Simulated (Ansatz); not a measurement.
# wB97M-V/STO-3G run of BH5S (B(H2S)H3)

What is the electronic atomisation energy of BH5S (B(H2S)H3) at wB97M-V/STO-3G? 

Program for the calculation: Ansatz 0.2.0.

43 further runs of the same task are left out: 43 set aside as unsound or not needed.

## 1. The structure to begin with

BH5S: 7 atoms, total charge 0, spin state singlet. As SMILES, `[H]B([H])([H])<-S`. The shape is that of a GFN2-xTB optimisation.

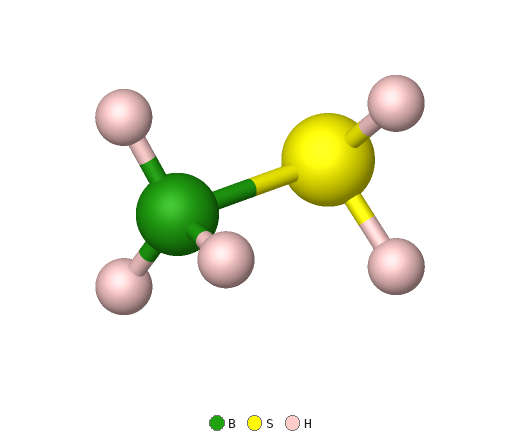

Viewed from a chosen angle; boron green, sulfur yellow, hydrogen pink.

## 2. A single-point energy at wB97M-V/STO-3G

Input file in.yaml:

```yaml
crystal:
  periodic: [false, false, false]
  atoms:
    - {symbol: B, position_ang: [0.127630, -0.217240, -0.817090]}
    - {symbol: S, position_ang: [0.134050, -0.231310, 1.222430]}
    - {symbol: H, position_ang: [0.506250, 1.037510, 1.415020]}
    - {symbol: H, position_ang: [-1.154430, 0.067690, 1.414850]}
    - {symbol: H, position_ang: [1.280190, -0.216980, -1.075620]}
    - {symbol: H, position_ang: [-0.453000, 0.779570, -1.081760]}
    - {symbol: H, position_ang: [-0.440700, -1.219250, -1.077830]}
basis:
  gaussian:
    orbitals: STO-3G
hamiltonian:
  xc: {name: wB97M-V}
accuracy: high
```

The run is started by

```sh
$ ansatz run in.yaml --threads 1 --pin off --max-ram 2610MiB --events-out events.jsonl --progress --plain --runs-dir runs
```

Standard output:

```text
Warning: RAYON_NUM_THREADS=1 ignored (pool sized by the plan → 1); use --threads N
Functional definition: wB97M-V
  name "wB97M-V"
  parameter omega = 0.3/bohr
  parameter cx = 0.15
  parameter cx01 = 1.007
  parameter cx10 = 0.259
  parameter css00 = 0.443
  parameter css04 = -1.437
  parameter css10 = -4.535
  parameter css20 = -3.390
  parameter css43 = 4.278
  parameter cos00 = 1.000
  parameter cos10 = 1.358
  parameter cos20 = 2.924
  parameter cos21 = -8.812
  parameter cos60 = -1.390
  parameter cos61 = 9.142
  parameter b = 6.0
  parameter c = 0.01
  gx(w, u) = 1 - cx + cx01*u + cx10*w
  gss(w, u) = css00 + css04*u^4 + css10*w + css20*w^2 + css43*w^4*u^3
  gos(w, u) = cos00 + cos10*w + (cos20 + cos21*u)*w^2 + (cos60 + cos61*u)*w^6
  exchange = spin_sum(e_x_unif_sr(omega)*gx(b97_w, b97_u_x)) + cx*exact_x_sr(omega) + exact_x_lr(omega)
  correlation = spin_sum(e_c_pw_mod_same_spin*gss(b97_w, b97_u_same))
      + integral(e_c_pw_mod_opposite_spin*gos(b97_w_opposite, b97_u_opposite)) + vv10(b, c)
329 factors; integrals over basis functions are off by at most 8.7e-9 eV
156 factors; integrals over basis functions are off by at most 1.3e-9 eV
mean field evaluation 1: about -11463.7654 eV, gradient 1.1e1 eV
mean field evaluation 2: about -11464.4456 eV, gradient 1.9e0 eV
mean field evaluation 4: about -11464.4648 eV, gradient 6.6e-2 eV
mean field evaluation 8: about -11464.4161 eV, gradient 8.4e-4 eV
mean field evaluation 16: about -11464.4161 eV, gradient 2.0e-8 eV
mean field -11464.41606811 eV, -421.3095196429 hartree, gradient 2.0e-8 eV, S^2 0.000000; 0 other end points of the search recorded, 0 dependent functions left out
reference -11464.41607070 eV, -421.3095197379 hartree; 13, 13 occupied and 6, 6 virtual orbitals, 329 factors
Total energy: -11464.41607070 eV, -421.3095197379 hartree
```

It took 17 s on 1 thread of Arm Neoverse V2, shared host; peak memory 0.29 GiB.

## 3. The B atom, same level

Input file run.yaml:

```yaml
crystal:
  periodic: [false, false, false]
  atoms:
    - {symbol: B, position_ang: [0.000000, 0.000000, 0.000000]}
basis:
  gaussian: {orbitals: STO-3G}
magnetization: {spin_polarized: true, initial_magnetization: 1}
hamiltonian: {xc: {name: wB97M-V}}
accuracy: high
```

Run the same way, it converges to -24.27434 Eh (log not shown).

## 4. The H atom

Input file job.yaml:

```yaml
crystal:
  periodic: [false, false, false]
  atoms:
    - symbol: H
      position_ang: [0.000000, 0.000000, 0.000000]
basis:
  gaussian:
    orbitals: STO-3G
hamiltonian:
  xc: {name: wB97M-V}
accuracy: high
magnetization:
  spin_polarized: true
  initial_magnetization: 1
```

Run the same way, it converges to -0.45654 Eh (log not shown).

## 5. The S atom

Input file molecule.yaml:

```yaml
basis:
  gaussian:
    orbitals: STO-3G
crystal:
  periodic: [false, false, false]
  atoms:
    - symbol: S
      position_ang: [0.000000, 0.000000, 0.000000]
magnetization:
  spin_polarized: true
  initial_magnetization: 2
hamiltonian:
  xc: {name: wB97M-V}
accuracy: high
```

Run the same way, it converges to -393.70975 Eh (log not shown).

## 6. Results

At wB97M-V/STO-3G:

```
                     quantity          value
       molecule: total energy  -421.30952 Eh
         B atom: total energy   -24.27434 Eh
                 B atom: ⟨S²⟩          0.750
         H atom: total energy    -0.45654 Eh
                 H atom: ⟨S²⟩          0.750
         S atom: total energy  -393.70975 Eh
                 S atom: ⟨S²⟩          2.000
electronic atomisation energy      28.374 eV
```

What this shows: Taking the molecule apart into free atoms costs 28.37 eV (2738 kJ/mol), before zero-point energy and without spin-orbit coupling. In a minimal basis such a difference can be off by several eV, whatever the method.
